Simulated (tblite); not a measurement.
C₄H₆BBrF₂: saddle-point search

- system: C₄H₆BBrF₂
- method: GFN2-xTB saddle search (eigenvector following) and harmonic vibrations, gas phase (tblite 0.8.0)

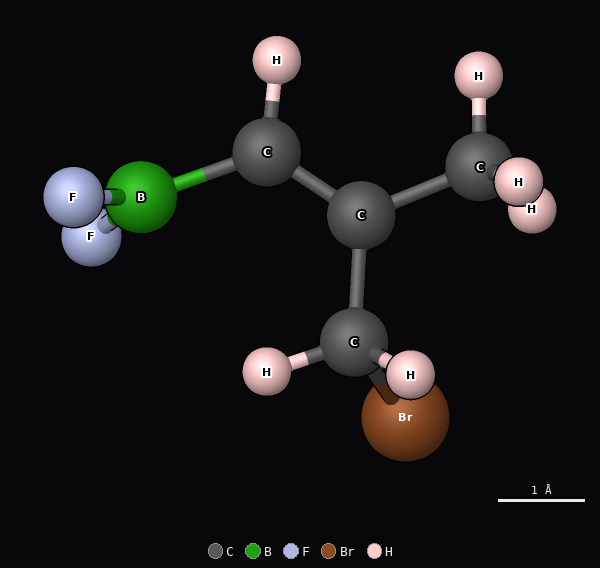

The structure as given in the input (ball-and-stick view, seen at a tilt). Bond lengths as drawn: Br–C 1.96 Å, B–C 1.56 Å, B–F 1.32 Å, C–C 1.33 to 1.49 Å and C–H 1.08 to 1.09 Å.

Results in brief:

| quantity | value |
| --- | --- |
| outcome | converged |
| total energy | −720.5435 eV |
| point group | C1 |
| hardware | 1 CPU thread, shared host |
| wall time | 2.2 s |
| peak memory | 0.19 GiB |

Input:
```
{"job": {"xc": "GFN2-xTB", "basis": "xTB", "kind": "saddle"}, "charge": 0, "multiplicity": 1}
C     -1.586609    -0.837200    -0.505859
C     -0.314712    -0.191176    -0.060395
C      0.888387    -0.753075    -0.181884
B      2.257121    -0.128283     0.243151
F      2.931895     0.728437    -0.493587
F      2.857225    -0.437556     1.376795
C     -0.467501     1.158502     0.560835
Br    -0.914047     2.507292    -0.795488
H     -2.139305    -0.161837    -1.158430
H     -1.391207    -1.761197    -1.041512
H     -2.217197    -1.056013     0.356146
H      0.936606    -1.750116    -0.604625
H      0.452698     1.498988     1.033333
H     -1.293354     1.183235     1.271521
```

The first line tells a small driver script what to run in tblite; the rest is the geometry in Å.

Launch command:
```bash
OMP_NUM_THREADS=1 python <driver script> task.json out
```

The program's output:
```
step      E/eV     max force
  0    -720.54379   0.0478
  1    -720.54325   0.0906
  2    -720.54365   0.0316
  3    -720.54346   0.0376
  4    -720.54350   0.0060
  5    -720.54350   0.0010
lowest wavenumbers (cm-1): -58.2 33.7 99.4 112.5 133.1 160.2
```

Trajectory as extended XYZ (Å, eV, eV/Å), 6 frames, from step=0 to step=5:
```
14
Properties=species:S:1:pos:R:3:forces:R:3 step=0 energy=-720.54379
C    -1.5866   -0.8372   -0.5059   -0.0010  -0.0010  -0.0040
C    -0.3147   -0.1912   -0.0604    0.0400  -0.0260   0.0030
C     0.8884   -0.7531   -0.1819   -0.0370   0.0270   0.0030
B     2.2571   -0.1283    0.2432    0.0050  -0.0050   0.0100
F     2.9319    0.7284   -0.4936   -0.0170   0.0070   0.0070
F     2.8572   -0.4376    1.3768    0.0150  -0.0170   0.0010
C    -0.4675    1.1585    0.5608   -0.0050   0.0030   0.0080
Br   -0.9140    2.5073   -0.7955   -0.0030  -0.0150  -0.0150
H    -2.1393   -0.1618   -1.1584    0.0010   0.0010   0.0000
H    -1.3912   -1.7612   -1.0415   -0.0040  -0.0040   0.0080
H    -2.2172   -1.0560    0.3561    0.0010   0.0020  -0.0060
H     0.9366   -1.7501   -0.6046    0.0000   0.0080  -0.0180
H     0.4527    1.4990    1.0333    0.0020   0.0090  -0.0030
H    -1.2934    1.1832    1.2715    0.0030   0.0100   0.0060
14
Properties=species:S:1:pos:R:3:forces:R:3 step=1 energy=-720.54325
C    -1.5861   -0.8370   -0.5049   -0.0210  -0.0070  -0.0050
C    -0.3146   -0.1937   -0.0538    0.0040  -0.0050   0.0000
C     0.8905   -0.7435   -0.1997    0.0050  -0.0070  -0.0030
B     2.2596   -0.1271    0.2394    0.0510   0.0220   0.0130
F     2.9764    0.6762   -0.5203   -0.0380  -0.0540   0.0620
F     2.8168   -0.3922    1.4080   -0.0240   0.0250  -0.0790
C    -0.4692    1.1513    0.5779    0.0030   0.0000   0.0010
Br   -0.9383    2.4942   -0.7777    0.0010  -0.0020   0.0020
H    -2.1137   -0.1766   -1.1945    0.0140  -0.0230   0.0210
H    -1.3931   -1.7833   -1.0027   -0.0100   0.0260   0.0140
H    -2.2401   -1.0145    0.3501    0.0190   0.0040  -0.0300
H     0.9430   -1.7253   -0.6583   -0.0030   0.0210   0.0090
H     0.4553    1.4981    1.0380   -0.0030   0.0000  -0.0010
H    -1.2864    1.1734    1.2985    0.0020   0.0000  -0.0020
14
Properties=species:S:1:pos:R:3:forces:R:3 step=2 energy=-720.54365
C    -1.5862   -0.8374   -0.5044    0.0030   0.0010   0.0000
C    -0.3147   -0.1926   -0.0555    0.0110  -0.0070   0.0000
C     0.8897   -0.7462   -0.1931   -0.0130   0.0080   0.0020
B     2.2589   -0.1280    0.2411   -0.0150  -0.0080  -0.0030
F     2.9572    0.6998   -0.5054    0.0050   0.0200  -0.0150
F     2.8355   -0.4157    1.3919    0.0130  -0.0160   0.0240
C    -0.4691    1.1545    0.5714   -0.0020   0.0010   0.0010
Br   -0.9270    2.4975   -0.7875   -0.0020  -0.0030  -0.0050
H    -2.1230   -0.1724   -1.1803   -0.0020   0.0040  -0.0040
H    -1.3925   -1.7753   -1.0154    0.0010  -0.0050   0.0000
H    -2.2313   -1.0298    0.3526   -0.0030   0.0000   0.0030
H     0.9404   -1.7328   -0.6394    0.0000  -0.0020  -0.0050
H     0.4529    1.4994    1.0372    0.0020   0.0030  -0.0010
H    -1.2908    1.1789    1.2868    0.0000   0.0030   0.0020
14
Properties=species:S:1:pos:R:3:forces:R:3 step=3 energy=-720.54346
C    -1.5858   -0.8370   -0.5050   -0.0080  -0.0020  -0.0020
C    -0.3146   -0.1934   -0.0537    0.0000   0.0000   0.0000
C     0.8904   -0.7431   -0.1991    0.0030  -0.0010   0.0000
B     2.2598   -0.1276    0.2395    0.0220   0.0090   0.0060
F     2.9750    0.6780   -0.5174   -0.0160  -0.0220   0.0260
F     2.8195   -0.3964    1.4049   -0.0100   0.0100  -0.0330
C    -0.4694    1.1518    0.5776    0.0010   0.0000   0.0010
Br   -0.9402    2.4942   -0.7780    0.0000  -0.0010   0.0010
H    -2.1124   -0.1780   -1.1958    0.0060  -0.0090   0.0080
H    -1.3930   -1.7837   -1.0010   -0.0040   0.0100   0.0050
H    -2.2405   -1.0130    0.3490    0.0070   0.0020  -0.0120
H     0.9425   -1.7247   -0.6568   -0.0010   0.0050   0.0020
H     0.4550    1.4993    1.0371   -0.0020   0.0000  -0.0010
H    -1.2862    1.1735    1.2987    0.0020   0.0000  -0.0020
14
Properties=species:S:1:pos:R:3:forces:R:3 step=4 energy=-720.54350
C    -1.5857   -0.8369   -0.5054   -0.0040  -0.0010  -0.0010
C    -0.3146   -0.1937   -0.0531    0.0000   0.0000   0.0000
C     0.8906   -0.7424   -0.2004    0.0000   0.0000   0.0000
B     2.2599   -0.1273    0.2387    0.0020   0.0010   0.0000
F     2.9787    0.6718   -0.5204   -0.0010  -0.0030   0.0020
F     2.8160   -0.3899    1.4064   -0.0010   0.0020  -0.0030
C    -0.4695    1.1507    0.5797    0.0000   0.0000   0.0000
Br   -0.9428    2.4938   -0.7743    0.0000   0.0000   0.0000
H    -2.1080   -0.1807   -1.2017    0.0020  -0.0040   0.0040
H    -1.3934   -1.7865   -0.9954   -0.0010   0.0040   0.0020
H    -2.2439   -1.0065    0.3468    0.0030   0.0000  -0.0050
H     0.9429   -1.7226   -0.6607    0.0000   0.0000   0.0000
H     0.4552    1.4985    1.0382    0.0000   0.0000   0.0000
H    -1.2854    1.1715    1.3017    0.0000   0.0000   0.0000
14
Properties=species:S:1:pos:R:3:forces:R:3 step=5 energy=-720.54350
C    -1.5857   -0.8369   -0.5052    0.0000   0.0000   0.0000
C    -0.3146   -0.1935   -0.0533    0.0000   0.0000   0.0000
C     0.8905   -0.7426   -0.1997    0.0000   0.0000   0.0000
B     2.2599   -0.1275    0.2390    0.0000   0.0000  -0.0010
F     2.9770    0.6743   -0.5187    0.0000   0.0000   0.0000
F     2.8179   -0.3928    1.4051    0.0000   0.0000   0.0010
C    -0.4695    1.1512    0.5788    0.0000   0.0000   0.0000
Br   -0.9417    2.4939   -0.7759    0.0000   0.0000   0.0000
H    -2.1098   -0.1797   -1.1990    0.0000   0.0000   0.0000
H    -1.3933   -1.7851   -0.9978    0.0000   0.0000   0.0000
H    -2.2423   -1.0093    0.3474    0.0000   0.0000   0.0000
H     0.9426   -1.7234   -0.6588    0.0000   0.0000   0.0000
H     0.4549    1.4990    1.0378    0.0000   0.0000   0.0000
H    -1.2859    1.1724    1.3003    0.0000   0.0000   0.0000
```

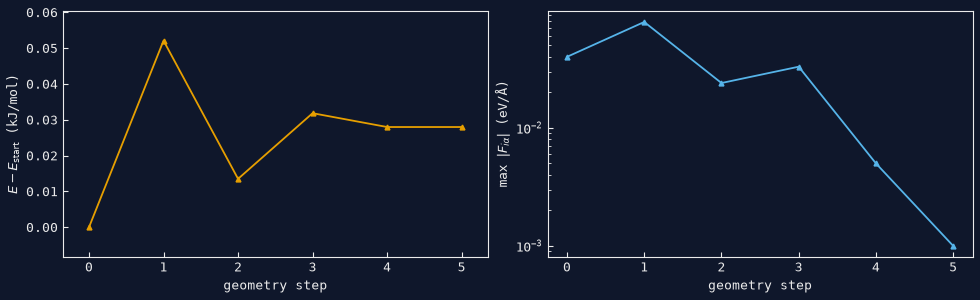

Progress of the saddle-point search, step by step (steps are counted from 0).

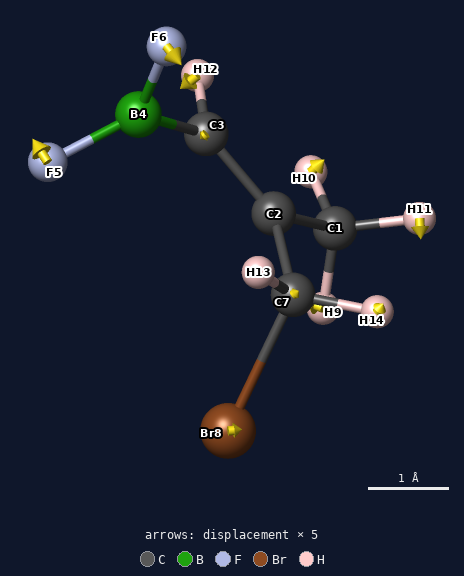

The starting structure with the displacements as yellow arrows, magnified 5 times (ball-and-stick view, seen at a tilt). The two geometries are laid on each other by the best rigid fit. The largest move after the best rigid fit is that of F5, 0.075 Å. By element the largest moves are F 0.075 Å, H 0.061 Å, Br 0.036 Å, C 0.021 Å, B 0.005 Å. After 5 geometry steps the energy has risen by 0.03 kJ/mol. Largest force component: 0.04 eV/Å at the start, 0.001 eV/Å at the end. (Atoms are counted from 1 in the order of the input.)
